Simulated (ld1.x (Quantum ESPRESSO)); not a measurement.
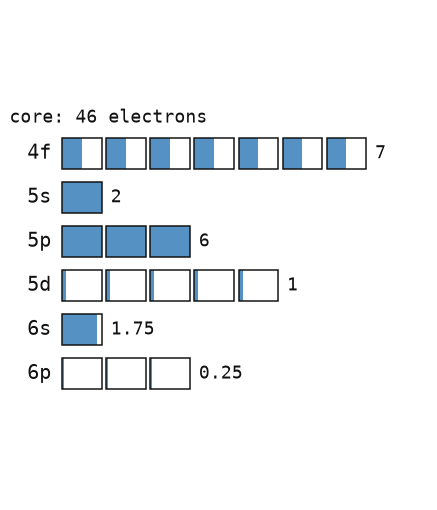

*The valence shells of the reference configuration: a box for each of the 2l + 1 orbitals, shaded by the share of the shell that is filled, with the electron count at the right. The shells are those of the unaltered input.*

Pseudopotential generation, with input and output: Gd

- system: gadolinium (Gd, Z = 64), core [Kr] 4d10, reference valence 4f7 5s2 5p6 5d1 6s1.75 6p0.25, valence charge 18. (This line and the method describe the unaltered input from which the odd one was made.)
- method: TM semilocal potential, LDA (PZ), scalar-relativistic, made with ld1.x (Quantum ESPRESSO) 7.5

What the run reported:

- outcome: generated
- hardware: 1 CPU thread, shared host
- wall time: 0.7 s

What is odd here:

This input holds a deliberate oddity: new_core_ps set without nlcc. The program ran to the end. The all-electron atom is untouched: its total energy equals that from the unaltered input (−22527.0827 Ry). The pseudo-atom's energy and levels in the reference configuration are also those from the unaltered input, so the oddity leaves no trace there. The pseudo-atom misses the all-electron 6s level by 0.008 Ry, much as with the unaltered input. No test for ghost states or cutoffs was run on this potential, so its soundness isn't shown.

Input file:
```
 &input
   title='Gd', zed=64., rel=1, dft='PZ', iswitch=3,
   config='[Xe] 4f7 5d1 6s1.75 6p0.25',
   nld=4, rlderiv=2.05, eminld=-6.0, emaxld=5.0, deld=0.02
 /
 &inputp
   pseudotype=1, tm=.true., lloc=3,
   nlcc=.false., new_core_ps=.true.,
   file_pseudopw='Gd.pp', file_wfcaegen='ae.wfc', file_wfcncgen='nc.wfc'
 /
4
5S  1  0   2.00   0.00  1.55  1.55  0.0
5P  2  1   6.00   0.00  1.80  1.80  0.0
5D  3  2   1.00   0.00  1.90  1.90  0.0
4F  4  3   7.00   0.00  0.90  0.90  0.0
 &test
   configts(1)='4f7 5s2 5p6 5d1 6s1.75 6p0.25'
 /
```

Run as:
```bash
ld1.x < Gd.in > Gd.out
```

Log:
```
     Program LD1 v.7.5
     --------------------------- All-electron run ----------------------------

     Gd
     scalar relativistic calculation

     atomic number is 64.00
     dft =PZ   lsd =0 sic =0 latt =0  beta=0.20 tr2=1.0E-14
     Exchange-correlation= PZ
                           (   1   1   0   0   0   0   0)
     mesh =1263 r(mesh) = 101.10069 a.u. xmin = -7.00 dx = 0.01250
     1 Ry =  13.60569312 eV, c = 137.03599908

     n l     nl                  e(Ry)          e(Ha)          e(eV)
     1 0     1S 1( 2.00)     -3679.1911     -1839.5956    -50057.9455
     2 0     2S 1( 2.00)      -607.5873      -303.7937     -8266.6467
     2 1     2P 1( 6.00)      -540.9197      -270.4598     -7359.5869
     3 0     3S 1( 2.00)      -134.6783       -67.3392     -1832.3921
     3 1     3P 1( 6.00)      -114.0262       -57.0131     -1551.4050
     4 0     4S 1( 2.00)       -27.1080       -13.5540      -368.8235
     4 1     4P 1( 6.00)       -20.2960       -10.1480      -276.1412
     3 2     3D 1(10.00)       -86.7047       -43.3523     -1179.6772
     5 0     5S 1( 2.00)        -3.6899        -1.8450       -50.2042
     5 1     5P 1( 6.00)        -2.0356        -1.0178       -27.6954
     4 2     4D 1(10.00)       -10.8714        -5.4357      -147.9130
     4 3     4F 1( 7.00)        -0.6789        -0.3395        -9.2373
     5 2     5D 1( 1.00)        -0.2179        -0.1089        -2.9646
     6 0     6S 1( 1.75)        -0.3292        -0.1646        -4.4787
     6 1     6P 1( 0.25)        -0.1149        -0.0574        -1.5627

     final scf error:  5.7E-15 reached in  27 iterations

     Etot =  -22527.082738 Ry,  -11263.541369 Ha, -306496.574685 eV

     Ekin =   24185.720458 Ry,   12092.860229 Ha,  329063.490517 eV
     Encl =  -54966.057164 Ry,  -27483.028582 Ha, -747851.305960 eV
     Eh   =    8735.119890 Ry,    4367.559945 Ha,  118847.360617 eV
     Exc  =    -481.865922 Ry,    -240.932961 Ha,   -6556.119859 eV

     normalization and overlap integrals

     s(1S/1S) =  1.000000  <r> =   0.0219  <r2> =    0.0007  r(max) =   0.0140
     s(2S/2S) =  1.000000  <r> =   0.0933  <r2> =    0.0103  r(max) =   0.0794
     s(2P/2P) =  1.000000  <r> =   0.0824  <r2> =    0.0083  r(max) =   0.0642
     s(3S/3S) =  1.000000  <r> =   0.2447  <r2> =    0.0684  r(max) =   0.2239
     s(3P/3P) =  1.000000  <r> =   0.2432  <r2> =    0.0685  r(max) =   0.2212
     s(4S/4S) =  1.000000  <r> =   0.5531  <r2> =    0.3454  r(max) =   0.5174
     s(4P/4P) =  1.000000  <r> =   0.5855  <r2> =    0.3900  r(max) =   0.5372
     s(3D/3D) =  1.000000  <r> =   0.2213  <r2> =    0.0575  r(max) =   0.1811
     s(5S/5S) =  1.000000  <r> =   1.3313  <r2> =    1.9947  r(max) =   1.1956
     s(5P/5P) =  1.000000  <r> =   1.5616  <r2> =    2.7739  r(max) =   1.3547
     s(4D/4D) =  1.000000  <r> =   0.6362  <r2> =    0.4697  r(max) =   0.5577
     s(4F/4F) =  1.000000  <r> =   0.8652  <r2> =    0.9873  r(max) =   0.5647
     s(5D/5D) =  1.000000  <r> =   2.7950  <r2> =    9.6294  r(max) =   1.9711
     s(6S/6S) =  1.000000  <r> =   3.9270  <r2> =   17.5335  r(max) =   3.3321
     s(6P/6P) =  1.000000  <r> =   5.5176  <r2> =   35.0656  r(max) =   4.5545

     ------------------------ End of All-electron run ------------------------

     --------------------- Generating NC pseudopotential ---------------------

      Generating local pot.: lloc=3, matching radius rcloc =   0.9000

      Wfc   5S  rcut= 1.554  Using Troullier-Martins method

      Wfc   5P  rcut= 1.806  Using Troullier-Martins method

      Wfc   5D  rcut= 1.899  Using Troullier-Martins method

     ------------------- End of pseudopotential generation -------------------

     --------------------------- All-electron run ----------------------------

     Gd
     scalar relativistic calculation

     atomic number is 64.00
     dft =PZ   lsd =0 sic =0 latt =0  beta=0.20 tr2=1.0E-14
     Exchange-correlation= PZ
                           (   1   1   0   0   0   0   0)
     mesh =1263 r(mesh) = 101.10069 a.u. xmin = -7.00 dx = 0.01250
     1 Ry =  13.60569312 eV, c = 137.03599908

     n l     nl                  e(Ry)          e(Ha)          e(eV)
     1 0     1S 1( 2.00)     -3679.1911     -1839.5956    -50057.9455
     2 0     2S 1( 2.00)      -607.5873      -303.7937     -8266.6467
     2 1     2P 1( 6.00)      -540.9197      -270.4598     -7359.5869
     3 0     3S 1( 2.00)      -134.6783       -67.3392     -1832.3921
     3 1     3P 1( 6.00)      -114.0262       -57.0131     -1551.4050
     4 0     4S 1( 2.00)       -27.1080       -13.5540      -368.8235
     4 1     4P 1( 6.00)       -20.2960       -10.1480      -276.1412
     3 2     3D 1(10.00)       -86.7047       -43.3523     -1179.6772
     5 0     5S 1( 2.00)        -3.6899        -1.8450       -50.2042
     5 1     5P 1( 6.00)        -2.0356        -1.0178       -27.6954
     4 2     4D 1(10.00)       -10.8714        -5.4357      -147.9130
     4 3     4F 1( 7.00)        -0.6789        -0.3395        -9.2373
     5 2     5D 1( 1.00)        -0.2179        -0.1089        -2.9646
     6 0     6S 1( 1.75)        -0.3292        -0.1646        -4.4787
     6 1     6P 1( 0.25)        -0.1149        -0.0574        -1.5627

     final scf error:  5.7E-15 reached in  27 iterations

     Etot =  -22527.082738 Ry,  -11263.541369 Ha, -306496.574685 eV

     Ekin =   24185.720458 Ry,   12092.860229 Ha,  329063.490517 eV
     Encl =  -54966.057164 Ry,  -27483.028582 Ha, -747851.305960 eV
     Eh   =    8735.119890 Ry,    4367.559945 Ha,  118847.360617 eV
     Exc  =    -481.865922 Ry,    -240.932961 Ha,   -6556.119859 eV

     normalization and overlap integrals

     s(1S/1S) =  1.000000  <r> =   0.0219  <r2> =    0.0007  r(max) =   0.0140
     s(2S/2S) =  1.000000  <r> =   0.0933  <r2> =    0.0103  r(max) =   0.0794
     s(2P/2P) =  1.000000  <r> =   0.0824  <r2> =    0.0083  r(max) =   0.0642
     s(3S/3S) =  1.000000  <r> =   0.2447  <r2> =    0.0684  r(max) =   0.2239
     s(3P/3P) =  1.000000  <r> =   0.2432  <r2> =    0.0685  r(max) =   0.2212
     s(4S/4S) =  1.000000  <r> =   0.5531  <r2> =    0.3454  r(max) =   0.5174
     s(4P/4P) =  1.000000  <r> =   0.5855  <r2> =    0.3900  r(max) =   0.5372
     s(3D/3D) =  1.000000  <r> =   0.2213  <r2> =    0.0575  r(max) =   0.1811
     s(5S/5S) =  1.000000  <r> =   1.3313  <r2> =    1.9947  r(max) =   1.1956
     s(5P/5P) =  1.000000  <r> =   1.5616  <r2> =    2.7739  r(max) =   1.3547
     s(4D/4D) =  1.000000  <r> =   0.6362  <r2> =    0.4697  r(max) =   0.5577
     s(4F/4F) =  1.000000  <r> =   0.8652  <r2> =    0.9873  r(max) =   0.5647
     s(5D/5D) =  1.000000  <r> =   2.7950  <r2> =    9.6294  r(max) =   1.9711
     s(6S/6S) =  1.000000  <r> =   3.9270  <r2> =   17.5335  r(max) =   3.3321
     s(6P/6P) =  1.000000  <r> =   5.5176  <r2> =   35.0656  r(max) =   4.5545

     ------------------------ End of All-electron run ------------------------

     Computing logarithmic derivative in   2.05934
     Computing logarithmic derivative in   2.05934
     Computing the partial wave expansion
     R is outside the sphere for l=    0 j= 0.00
     R is outside the sphere for l=    1 j= 0.00
     R is outside the sphere for l=    2 j= 0.00
       no projector for channel:   3

     ---------------------- Testing the pseudopotential ----------------------

     Gd
     scalar relativistic calculation

     atomic number is 64.00   valence charge is 18.00
     dft =PZ   lsd =0 sic =0 latt =0  beta=0.20 tr2=1.0E-14
     mesh =1263 r(mesh) = 101.10069 xmin = -7.00 dx = 0.01250

     n l     nl             e AE (Ry)        e PS (Ry)    De AE-PS (Ry)
     4 3     4F   1( 7.00)       -0.67893       -0.67874       -0.00019
     1 0     5S   1( 2.00)       -3.68994       -3.68996        0.00002
     2 1     5P   1( 6.00)       -2.03558       -2.03559        0.00001
     3 2     5D   1( 1.00)       -0.21789       -0.21789       -0.00001
     2 0     6S   1( 1.75)       -0.32918       -0.33717        0.00800  !
     3 1     6P   1( 0.25)       -0.11486       -0.11632        0.00146

     eps = 1.4E-15  iter = 23

     Etot =  -22527.082738 Ry,  -11263.541369 Ha, -306496.574685 eV
     Etotps =  -219.438588 Ry,    -109.719294 Ha,   -2985.614089 eV

     Ekin =     269.811936 Ry,     134.905968 Ha,    3670.978400 eV
     Encl =    -692.808336 Ry,    -346.404168 Ha,   -9426.137615 eV
     Ehrt =     201.314270 Ry,     100.657135 Ha,    2739.020183 eV
     Ecxc =     -22.553547 Ry,     -11.276773 Ha,    -306.856633 eV
     Epseu=      24.797088 Ry,      12.398544 Ha,     337.381576 eV

     ---------------------- End of pseudopotential test ----------------------
```
